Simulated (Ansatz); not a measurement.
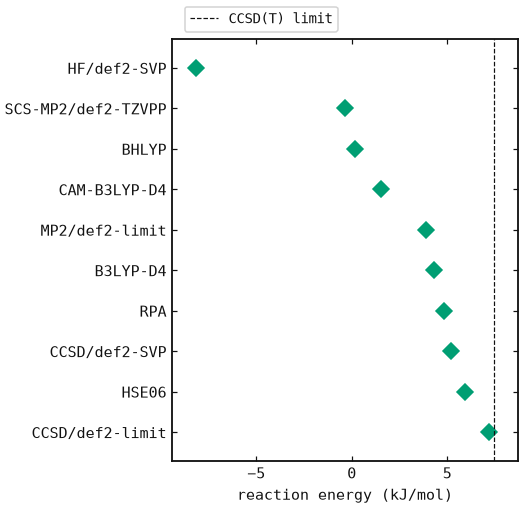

Electronic reaction energy of GaGeSiH₇ ([SiH3][GeH2][GaH2]) + H₂S (S) → GeSiH₆S ([SiH3][GeH2][SH]) + GaH₃ ([GaH3]) (SMILES in brackets) at several levels (functionals in def2-TZVPP unless a basis is named), isolated molecules at PBE0-D4 triple-zeta geometries, minima by their frequencies, no zero-point or thermal terms, the Ansatz code 0.2.0. The line is frozen-core CCSD(T) at the basis limit (MP2 extrapolated from triple and quadruple zeta, plus CCSD(T) less MP2 in a smaller set). RPA holds a correlation term that converges slowly with the basis, so part of the distance to the limit is basis error. No dispersion term is added to BHLYP and HSE06. The distance of HF/def2-SVP, SCS-MP2/def2-TZVPP and CCSD/def2-SVP to the limit includes basis error.

Question: What do zero-point energy and temperature add?

Answer: Zero-point change −1.0 kJ/mol; at 298.15 K and 1 bar the CCSD(T) limit plus thermal terms gives an enthalpy of reaction of 4.6 and a free energy of 8.9 kJ/mol (harmonic PBE0-D4 modes, ideal gas).

Question: Which level comes closest to the line (CCSD(T) limit), and which misses most?

Answer: Closest CCSD/def2-limit (7.2 kJ/mol), against 7.5 kJ/mol; farthest HF/def2-SVP (−8.2 kJ/mol).

Note: no scalar relativity up to krypton; outer-core shells are correlated without core-valence functions, which makes the correlated values less sure.
